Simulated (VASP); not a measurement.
Band structure of CrN (relaxed from the NiAs type structure, space group P6_3/mmc). All values below come from r2SCAN meta-GGA, VASP's PBE PAW potentials (set 64) (plane waves; VASP).

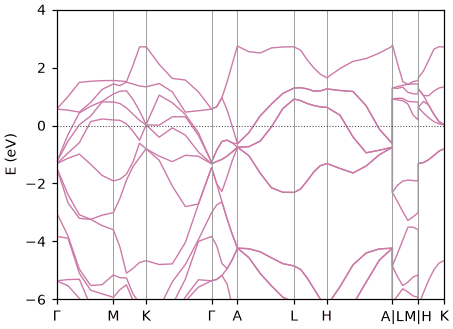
Bands along high-symmetry lines, zero at the valence-band maximum or, without a gap, the Fermi level

Read the plot: is there a gap, and where are the band edges?

It has no gap at this level: it comes out as a metal or semimetal.

The structure was generated: CrN was put into the NiAs type type (P6_3/mmc), which need not be its known phase. It was relaxed first, which changed the volume by -29 %. The run is not spin-polarised, so no magnetic state was tried.
